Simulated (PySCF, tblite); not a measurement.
# C7H9F3: excited states, part 2 of 2

tblite 0.8.0 and PySCF 2.14.0. Atoms count from 0. The steps go on from the part before.

### Step 8. Excited states: TDA HSE06/def2-SVP

The job: settings as JSON, then the geometry in Å.

```
{"job": {"kind": "states", "xc": "HSE06", "basis": "def2-SVP", "tda": true, "soc": true, "nstates": 8, "ntriplets": 6, "nquad": 4}, "charge": 0, "multiplicity": 1}
C     -1.975504    -1.512551     0.153781
C     -1.310936    -0.179383    -0.026911
C     -2.222798     1.001998    -0.195280
C     -0.019665    -0.042772    -0.045097
C      1.271981     0.124235    -0.054149
C      2.156144     0.077636    -1.267633
C      1.999976     0.416346     1.231181
F      2.568838     1.639911     1.222448
F      3.004882    -0.450917     1.462350
F      1.210074     0.376895     2.313328
H     -2.597264    -1.734320    -0.712637
H     -2.618437    -1.485772     1.032124
H     -1.241705    -2.303798     0.276907
H     -1.654010     1.913458    -0.355629
H     -2.884635     0.840935    -1.044896
H     -2.836979     1.120915     0.696026
H      1.563019    -0.129686    -2.152734
H      2.912570    -0.697342    -1.149891
H      2.664646     1.033462    -1.390750
```

With the program's defaults for keys left out, this is: TDA HSE06/def2-SVP excited states, vertical, gas phase, spin-orbit mean-field couplings.

The log of the run:

```text
coarse grid: 16440 points
cycle   1  E = -570.4227281894  dE =  1.326e+00  |g| = 9.295e-01  |ddm| = 4.777e+00
cycle   2  E = -570.2343326077  dE =  1.884e-01  |g| = 1.411e+00  |ddm| = 1.875e+00
cycle   3  E = -570.5819777237  dE = -3.476e-01  |g| = 1.454e-01  |ddm| = 1.229e+00
cycle   4  E = -570.5861909938  dE = -4.213e-03  |g| = 7.101e-02  |ddm| = 2.355e-01
cycle   5  E = -570.5874103107  dE = -1.219e-03  |g| = 2.021e-02  |ddm| = 9.186e-02
cycle   6  E = -570.5875275769  dE = -1.173e-04  |g| = 3.417e-03  |ddm| = 2.569e-02
cycle   7  E = -570.5875300299  dE = -2.453e-06  |g| = 1.356e-03  |ddm| = 5.629e-03
final grid: 161616 points
cycle   8  E = -570.6721119882  dE = -3.799e-05  |g| = 1.383e-02  |ddm| = 5.003e-02
cycle   9  E = -570.6720825445  dE =  2.944e-05  |g| = 1.894e-02  |ddm| = 2.886e-02
cycle  10  E = -570.6721452317  dE = -6.269e-05  |g| = 1.686e-03  |ddm| = 1.752e-02
cycle  11  E = -570.6721458391  dE = -6.074e-07  |g| = 3.734e-04  |ddm| = 2.169e-03
cycle  12  E = -570.6721458720  dE = -3.293e-08  |g| = 1.208e-04  |ddm| = 5.302e-04
cycle  13  E = -570.6721458752  dE = -3.215e-09  |g| = 2.426e-05  |ddm| = 1.388e-04
cycle  14  E = -570.6721458754  dE = -1.357e-10  |g| = 6.153e-06  |ddm| = 3.639e-05
converged SCF energy = -570.6721458754

Singlet excitations
state   eV       nm        f     d(h-e)  d(exc)  Lambda  PR(NTO)  |dmu|/D   mu/D   main configurations
  1   5.6635   218.9   0.00002   0.959   2.682   0.526   1.081    2.355    5.206   H->L 0.96
  2   6.3281   195.9   0.00005   1.100   2.784   0.504   1.081    2.765    2.211   H-1->L+1 0.95
  3   7.5557   164.1   0.00383   0.101   3.033   0.811   2.084    0.456    3.103   H->L+1 0.47, H-1->L 0.40
  4   7.8823   157.3   0.05898   1.519   3.554   0.405   1.117    6.222    4.223   H->L+2 0.94
  5   8.1284   152.5   1.99533   0.393   2.786   0.802   2.206                     H-1->L 0.44, H->L+1 0.41
  6   8.3181   149.1   0.02172   2.455   4.212   0.281   1.007                     H-1->L+2 0.98
  7   8.8693   139.8   0.04534   1.587   3.921   0.350   1.058                     H->L+3 0.91
  8   9.0208   137.4   0.00534   1.215   3.751   0.377   1.013                     H-1->L+3 0.97

Triplet excitations (Tamm-Dancoff)
state   eV     d(h-e)  d(exc)  Lambda  PR(NTO)   main configurations
  1   4.5078   0.087   2.276   0.848   2.000   H->L+1 0.52, H-1->L 0.43
  2   4.7519   0.111   2.314   0.852   1.989   H-1->L 0.53, H->L+1 0.43
  3   5.2145   0.967   2.650   0.525   1.066   H->L 0.96
  4   5.9478   1.096   2.753   0.503   1.066   H-1->L+1 0.96
  5   7.7336   1.520   3.535   0.382   1.014   H->L+2 0.98
  6   8.2231   2.142   4.089   0.283   1.010   H-1->L+2 0.95
S1 - T1 = 1.1557 eV

Spin-orbit couplings |<S|Hso|T>| (cm-1)
             T1       T2       T3       T4       T5       T6
S0        0.618    0.555    8.436   12.774    1.246    0.719
S1        2.750    4.688    0.026    0.056    0.244    0.154
S2        1.402    6.685    0.052    0.046    0.080    1.322
S3        0.040    0.238    2.672    2.957    0.488    0.413
S4        0.678    0.514    0.394    1.170    0.042    1.384
S5        0.298    0.199    5.760    3.689    0.296    0.519
S6        0.187    0.357    0.334    1.168    1.626    0.029
S7        0.823    0.895    2.911    0.624    0.163    0.530
S8        0.510    0.807    0.320    1.463    0.043    0.128
T1 sublevels (cm-1): 0.000 0.000 0.007   radiative rates (1/s): 0.0113 0.193 0.00228
```

Run time: 69 s. Hardware: 1 thread of Arm Neoverse V1, shared host; peak memory 0.94 GiB.

From this job:

```
  quantity    value
S1 less T1  1.16 eV
```

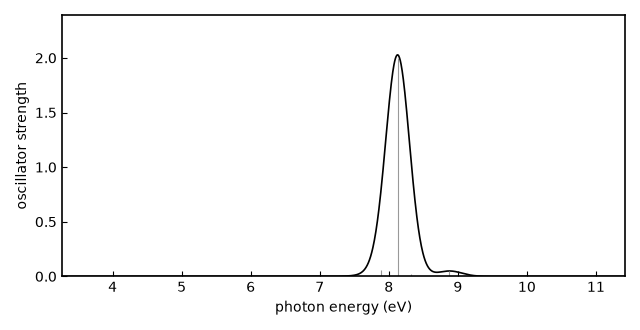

Absorption lines of the singlets. Lines are broadened to a width of 0.40 eV (Gaussian).

### Step 9. Excited states: TDA mPW1PW91/def2-SVP

Settings changed since step 8:

```diff
@@ -1,2 +1,2 @@
-{"job": {"kind": "states", "xc": "HSE06", "basis": "def2-SVP", "tda": true, "soc": true, "nstates": 8, "ntriplets": 6, "nquad": 4}, "charge": 0, "multiplicity": 1}
+{"job": {"kind": "states", "xc": "mPW1PW91", "basis": "def2-SVP", "tda": true, "soc": true, "nstates": 8, "ntriplets": 6, "nquad": 4}, "charge": 0, "multiplicity": 1}
 C     -1.975504    -1.512551     0.153781
```

Level: TDA mPW1PW91/def2-SVP excited states, vertical, gas phase, spin-orbit mean-field couplings.

The log of the run:

```text
coarse grid: 16440 points
cycle   1  E = -570.8503680040  dE =  1.382e+00  |g| = 9.485e-01  |ddm| = 4.763e+00
cycle   2  E = -570.6900466072  dE =  1.603e-01  |g| = 1.380e+00  |ddm| = 1.812e+00
cycle   3  E = -571.0155610844  dE = -3.255e-01  |g| = 1.213e-01  |ddm| = 1.149e+00
cycle   4  E = -571.0183180217  dE = -2.757e-03  |g| = 6.282e-02  |ddm| = 1.948e-01
cycle   5  E = -571.0192705520  dE = -9.525e-04  |g| = 1.666e-02  |ddm| = 7.845e-02
cycle   6  E = -571.0193420493  dE = -7.150e-05  |g| = 2.756e-03  |ddm| = 2.065e-02
cycle   7  E = -571.0193437154  dE = -1.666e-06  |g| = 9.424e-04  |ddm| = 4.327e-03
final grid: 161616 points
cycle   8  E = -571.0992480979  dE = -3.976e-05  |g| = 6.539e-03  |ddm| = 4.063e-02
cycle   9  E = -571.0992440096  dE =  4.088e-06  |g| = 8.013e-03  |ddm| = 1.412e-02
cycle  10  E = -571.0992581549  dE = -1.415e-05  |g| = 1.023e-03  |ddm| = 8.177e-03
cycle  11  E = -571.0992584066  dE = -2.517e-07  |g| = 2.145e-04  |ddm| = 1.337e-03
cycle  12  E = -571.0992584161  dE = -9.497e-09  |g| = 1.017e-04  |ddm| = 3.229e-04
cycle  13  E = -571.0992584180  dE = -1.874e-09  |g| = 1.636e-05  |ddm| = 9.506e-05
cycle  14  E = -571.0992584180  dE = -5.366e-11  |g| = 6.465e-06  |ddm| = 2.485e-05
converged SCF energy = -571.0992584180

Singlet excitations
state   eV       nm        f     d(h-e)  d(exc)  Lambda  PR(NTO)  |dmu|/D   mu/D   main configurations
  1   5.6767   218.4   0.00002   0.958   2.668   0.526   1.079    2.377    5.253   H->L 0.96
  2   6.3442   195.4   0.00005   1.094   2.767   0.503   1.079    2.766    2.231   H-1->L+1 0.95
  3   7.5894   163.4   0.00263   0.070   2.985   0.818   2.090    0.352    3.233   H->L+1 0.47, H-1->L 0.42
  4   8.0007   155.0   0.15874   1.413   3.511   0.424   1.175    5.767    3.631   H->L+2 0.90
  5   8.1492   152.1   1.91339   0.478   2.778   0.782   2.180                     H-1->L 0.41, H->L+1 0.40, H->L+2 0.09
  6   8.4713   146.4   0.01606   2.291   4.152   0.281   1.006                     H-1->L+2 0.97
  7   8.9919   137.9   0.03870   1.365   3.848   0.347   1.058                     H->L+3 0.88, H->L+4 0.09
  8   9.1421   135.6   0.00284   0.788   3.539   0.401   1.733                     H-1->L+3 0.68, H-3->L 0.29

Triplet excitations (Tamm-Dancoff)
state   eV     d(h-e)  d(exc)  Lambda  PR(NTO)   main configurations
  1   4.4979   0.087   2.265   0.847   2.000   H->L+1 0.52, H-1->L 0.43
  2   4.7464   0.110   2.302   0.851   1.988   H-1->L 0.53, H->L+1 0.43
  3   5.2277   0.964   2.638   0.525   1.066   H->L 0.96
  4   5.9654   1.087   2.738   0.503   1.066   H-1->L+1 0.96
  5   7.8566   1.487   3.516   0.380   1.015   H->L+2 0.98
  6   8.3672   1.946   4.013   0.285   1.012   H-1->L+2 0.92
S1 - T1 = 1.1787 eV

Spin-orbit couplings |<S|Hso|T>| (cm-1)
             T1       T2       T3       T4       T5       T6
S0        0.605    0.555    8.468   12.845    1.245    0.651
S1        2.777    4.741    0.026    0.056    0.232    0.161
S2        1.425    6.710    0.051    0.043    0.076    1.434
S3        0.065    0.215    2.682    3.058    0.525    0.388
S4        0.706    0.504    1.129    1.472    0.025    1.304
S5        0.195    0.269    5.812    3.572    0.337    0.663
S6        0.207    0.382    0.213    1.258    1.584    0.024
S7        0.844    0.914    2.870    0.658    0.152    0.616
S8        0.707    1.042    3.007    0.563    0.020    0.085
T1 sublevels (cm-1): 0.000 0.000 0.007   radiative rates (1/s): 0.0105 0.182 0.00516
```

Wall time 46 s (1 thread of Arm Neoverse V1, shared host); peak memory 0.92 GiB.

Key values:

```
  quantity    value
S1 less T1  1.18 eV
```

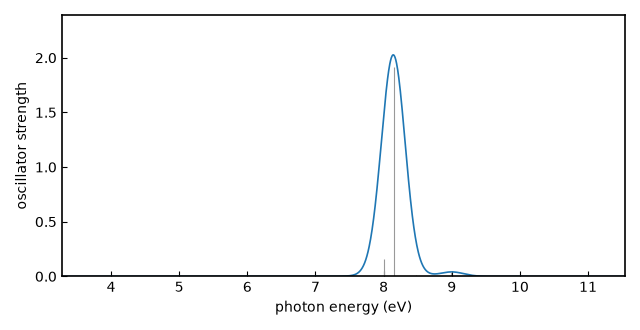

Absorption lines of the singlets. Lines are broadened to a width of 0.40 eV (Gaussian).

### Step 10. Outcome

The summary covers parts 1 to 2.

| quantity | value |
| --- | --- |
| strongest single infrared mode (GFN2-xTB) | 1019 cm⁻¹, 304 km/mol |
| zero-point energy (GFN2-xTB) | 88.9 kcal/mol |
| S1 less T1 (step 4, TDA BHandHLYP/def2-SVP) | 1.36 eV |
| S1 less T1 (step 5, TDA wB97X-D/def2-SVP) | 1.14 eV |
| S1 less T1 (step 6, TDA HF/def2-SVP) | 2.21 eV |
| S1 less T1 (step 8, TDA HSE06/def2-SVP) | 1.16 eV |
| S1 less T1 (step 9, TDA mPW1PW91/def2-SVP) | 1.18 eV |
| runs | 1 failed, 0 ended on unsound input |

All 51 modes are real, so the xTB geometry is a minimum. The strongest single mode, at 1019 cm⁻¹, moves mainly C6. Unscaled tight-binding wavenumbers are off by several per cent, some by more. Its intensities can rank the bands wrongly. In step 4, the number of triplets below S1 is 3, and the largest singlet-triplet spin-orbit coupling is S0–T4, 12.53 cm⁻¹. In step 5, the number of triplets below S1 is 3, and the largest singlet-triplet spin-orbit coupling is S0–T4, 12.78 cm⁻¹. In step 6, the number of triplets below S1 is 3, and the largest singlet-triplet spin-orbit coupling is S0–T4, 12.18 cm⁻¹. In step 8, the number of triplets below S1 is 3, and the largest singlet-triplet spin-orbit coupling is S0–T4, 12.77 cm⁻¹. In step 9, the number of triplets below S1 is 3, and the largest singlet-triplet spin-orbit coupling is S0–T4, 12.85 cm⁻¹.
